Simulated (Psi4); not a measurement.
**CH4ClSi (SMILES [SiH3][CH]Cl) at UHF/def2-SVPD**

What is the energy change on altering one bond length of CH4ClSi at UHF/def2-SVPD? 

The results are computed with Psi4 1.11.

2 further runs of the same task are left out: 2 set aside as unsound or not needed.

## Step 1: Starting point

CH4ClSi has 7 atoms, charge 0, and is taken as a doublet. As SMILES, `[SiH3][CH]Cl`. The shape is that of a GFN2-xTB optimisation.

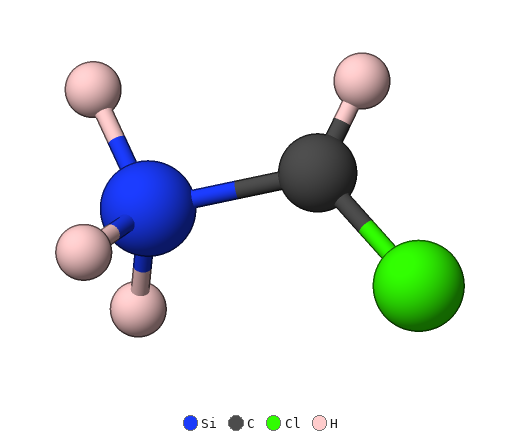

The structure, seen from a chosen angle (silicon blue, carbon dark grey, chlorine green, hydrogen pink).

## Step 2: The energy at UHF/def2-SVPD

Contents of run.py:

```python
import psi4

psi4.set_memory(1600000000)
psi4.set_num_threads(1)
psi4.set_output_file('psi4.out', False)

m = psi4.geometry("""
0 2
Si
C 1 1.857989
Cl 2 1.691217 1 121.69306
H 1 1.465939 2 110.21115 3 -58.64324
H 1 1.460971 4 111.30486 2 116.92485
H 1 1.466954 5 111.05334 4 -120.5851
H 2 1.078934 3 112.99105 1 178.98722
symmetry c1
no_reorient
no_com
""")

psi4.set_options({
    'basis': 'def2-SVPD',
    'reference': 'uhf',
    'puream': True,
    'e_convergence': 1e-09,
    'd_convergence': 1e-08,
    'scf_type': 'pk',
    'maxiter': 200,
})

energy_value, wavefunction = psi4.energy("scf", return_wfn=True)
psi4.oeprop(wavefunction, "MAYER_INDICES", "MULLIKEN_CHARGES", "QUADRUPOLE")
print(f'scf energy: {energy_value:.10f} Eh')
```

Command:

```bash
python run.py
```

psi4.out:

```text
[...]
  Running in c1 symmetry.
[...]
  Nuclear repulsion =  133.093507893362499
[...]
  Multiplicity = 2
[...]
  Nalpha       = 21
  Nbeta        = 20
[...]
    Number of basis functions: 103
[...]
   @UHF iter   1:  -788.26660345851997   -4.27692e-01   1.98703e-03 ADIIS/DIIS
[...]
   @UHF iter  14:  -788.32386299005873   -4.43379e-12   5.97253e-09 DIIS
[...]
   @S^2 Observed:                7.653814204E-01
[...]
    Orbital Energies [Eh]
    ---------------------
    Alpha Occupied:
       1A   -104.819165     2A    -68.767493     3A    -11.295117
       4A    -10.578912     5A     -8.052950     6A     -8.052760
       7A     -8.050429     8A     -6.136560     9A     -4.247397
      10A     -4.247011    11A     -4.246522    12A     -1.167257
      13A     -0.898111    14A     -0.725941    15A     -0.616269
      16A     -0.561622    17A     -0.549950    18A     -0.496228
      19A     -0.491586    20A     -0.438753    21A     -0.364049
    Alpha Virtual:
      22A      0.085479    23A      0.104255    24A      0.116082
      25A      0.129677    26A      0.141156    27A      0.146982
[...]
  @UHF Final Energy:  -788.32386299005873
   => Energetics <=
    Nuclear Repulsion Energy =            133.0935078933624993
    One-Electron Energy =               -1353.8313570646487278
    Two-Electron Energy =                 432.4139861812274717
    Total Energy =                       -788.3238629900586147
  UHF NO Occupations:
  HONO-2 :   19  A 1.9982095
  HONO-1 :   20  A 1.9960900
[...]
 Multipole Moments:
 ------------------------------------------------------------------------------------
     Multipole            Electronic (a.u.)      Nuclear  (a.u.)        Total (a.u.)
 ------------------------------------------------------------------------------------
 L = 1.  Multiply by 2.5417464519 to convert [e a0] to [Debye]
 Dipole X            :          0.0129109           -0.0168270           -0.0039161
 Dipole Y            :         -3.4729639            3.9483901            0.4754262
 Dipole Z            :          5.6185115           -5.8314766           -0.2129651
 Magnitude           :                                                    0.5209602
 L = 2.  Multiply by 1.3450342976 to convert [e a0^2] to [Debye ang]
 Quadrupole XX       :        -36.2921121           10.0751254          -26.2169866
 Quadrupole XY       :          0.0842174           -0.1025737           -0.0183564
[...]
  Mulliken Charges: (a.u.)
   Center  Symbol    Alpha    Beta     Spin     Total
       1    SI     6.69999  6.82134 -0.12135  0.47867
       2     C     3.56103  2.38169  1.17935  0.05728
       3    CL     8.72628  8.72591  0.00036 -0.45219
       4     H     0.53422  0.50792  0.02630 -0.04215
       5     H     0.53065  0.53063  0.00001 -0.06128
       6     H     0.53540  0.50665  0.02876 -0.04205
       7     H     0.41242  0.52585 -0.11343  0.06172
   Total alpha = 21.00000, Total beta = 20.00000, Total charge =  0.00000
  Mayer Bond Indices:
[...]
```

The script printed:

```text
scf energy: -788.3238629901 Eh
```

It took 2.2 s on 1 thread of AMD EPYC 9R45 (Zen 5), shared host; peak memory 0.4 GiB.

## Step 3: The distorted shape at the same level

Contents of job.inp:

```
memory 1.6 GB

molecule {
  0 2
  Si    -0.229304     0.245174    -0.853181
  C      1.414626    -0.396516    -0.271931
  Cl     1.555536    -1.874396     0.538149
  H     -0.849354    -0.711586    -1.774661
  H      0.054866     1.514674    -1.518051
  H     -1.587970     0.533440     0.853480
  H      2.358856     0.112684    -0.387011
  units angstrom
  symmetry c1
  no_reorient
  no_com
}

set {
  basis         def2-SVPD
  reference     uhf
  puream        true
  e_convergence 1e-09
  d_convergence 1e-08
  scf_type      pk
  maxiter       200
}

e_tot = energy("scf")
print_variables()
```

Command:

```bash
psi4 -n 1 job.inp job.out
```

job.out:

```text
[...]
  Running in c1 symmetry.
[...]
  Nuclear repulsion =  130.824564957650864
[...]
  Multiplicity = 2
[...]
  Nalpha       = 21
  Nbeta        = 20
[...]
    Number of basis functions: 103
[...]
   @UHF iter   1:  -788.17933414905087   -5.46497e-01   2.02523e-03 DIIS/ADIIS
[...]
   @UHF iter  19:  -788.24909780105645   -7.50333e-12   5.23203e-09 DIIS
[...]
   @S^2 Observed:                9.475919398E-01
[...]
    Orbital Energies [Eh]
    ---------------------
    Alpha Occupied:
       1A   -104.824300     2A    -68.803130     3A    -11.308208
       4A    -10.584065     5A     -8.058035     6A     -8.057959
       7A     -8.055541     8A     -6.165815     9A     -4.277501
      10A     -4.276742    11A     -4.273283    12A     -1.172910
      13A     -0.903242    14A     -0.709941    15A     -0.622435
      16A     -0.562286    17A     -0.549314    18A     -0.504016
      19A     -0.445407    20A     -0.440500    21A     -0.370598
    Alpha Virtual:
      22A      0.071678    23A      0.100727    24A      0.103150
      25A      0.118750    26A      0.132166    27A      0.143732
[...]
  @UHF Final Energy:  -788.24909780105645
   => Energetics <=
    Nuclear Repulsion Energy =            130.8245649576508640
    One-Electron Energy =               -1348.8332132092627944
    Two-Electron Energy =                 429.7595504505554800
    Total Energy =                       -788.2490978010564504
  UHF NO Occupations:
  HONO-2 :   19  A 1.9962422
  HONO-1 :   20  A 1.9041113
[...]
 Multipole Moments:
 ------------------------------------------------------------------------------------
     Multipole            Electronic (a.u.)      Nuclear  (a.u.)        Total (a.u.)
 ------------------------------------------------------------------------------------
 L = 1.  Multiply by 2.5417464519 to convert [e a0] to [Debye]
 Dipole X            :        -59.6143996           59.9005576            0.2861581
 Dipole Y            :         55.8425177          -55.4864786            0.3560391
 Dipole Z            :         13.1939193          -13.7077521           -0.5138327
 Magnitude           :                                                    0.6875132
[...]
```

Wall time 2.4 s (1 thread of AMD EPYC 9R45 (Zen 5), shared host); peak memory 0.4 GiB.

## Step 4: What came out

Level: UHF/def2-SVPD.

| quantity | value |
| --- | --- |
| first shape: total energy | -788.32386 Eh |
| first shape: dipole moment | 1.32 D |
| first shape: HOMO energy (highest over α and β) | -9.91 eV |
| first shape: LUMO energy (lowest over α and β) | 1.85 eV |
| first shape: ⟨S²⟩ | 0.765 |
| distorted shape: total energy | -788.24910 Eh |
| distorted shape: dipole moment | 1.75 D |
| distorted shape: HOMO energy (highest over α and β) | -10.08 eV |
| distorted shape: LUMO energy (lowest over α and β) | 1.19 eV |
| distorted shape: ⟨S²⟩ | 0.948 |
| energy change with the Si1–H6 bond stretched from 1.467 to 2.200 Å | 2.034 eV |

With the Si1–H6 bond stretched from 1.467 to 2.200 Å the energy rises by 2.03 eV (196 kJ/mol). The first shape isn't relaxed at this level, so the change isn't measured from a minimum. ⟨S²⟩ (distorted shape) is 0.95 where a pure doublet has 0.75: the reference is spin-contaminated.
